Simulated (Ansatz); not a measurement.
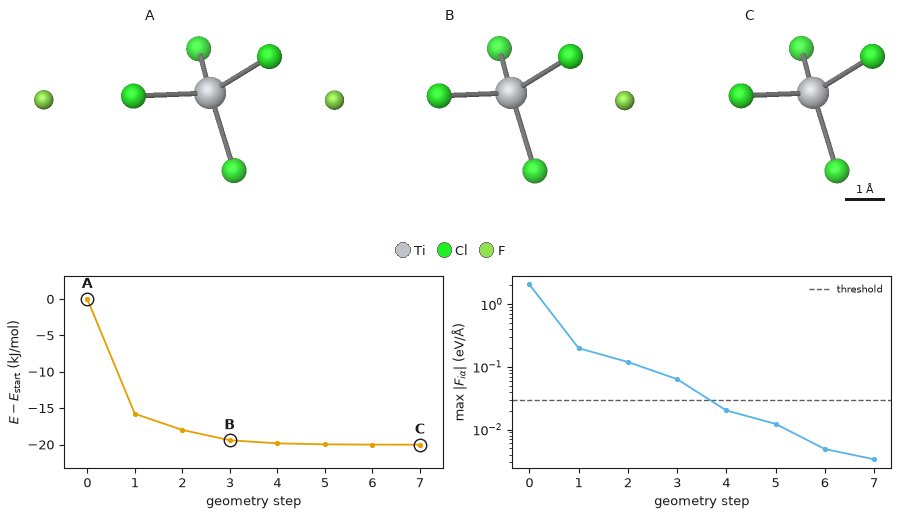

Frames of a relaxation of TiCl₄F (multiplicity 2), marked on the history of the run. Style: ball-and-stick. Shown at a tilt.

The run prepares an end point of a later path (reaction) calculation, from a guessed geometry.

Theory: UHF/def2-SVP in Ansatz. (collinear spin; force threshold 0.03 eV/Å; at most 50 steps)

Q: Describe the path.

A: The largest move after the best rigid fit is that of the F atom, 0.58 Å. Largest moves by element: F 0.58 Å, Cl 0.23 Å, Ti 0.09 Å. Near-neighbour distances that change, for instance: Cl–Ti 2.311 → 2.170 Å, Cl–Ti 2.160 → 2.168 Å. The energy falls by 20.0 kJ/mol in 7 geometry steps. Largest force component: 2.1 eV/Å at the start, 0.0034 eV/Å at the end. From step 0 to 3: the F atom moves most (0.28 Å), energy −19.4 kJ/mol. From step 3 to 7: the F atom moves most (0.30 Å), energy −0.61 kJ/mol.

Limits of the set-up: the start holds two separate molecules, 2.7 Å apart at their closest, whose relative position is a soft coordinate and is computed without a dispersion correction; Hartree-Fock leaves out electron correlation.
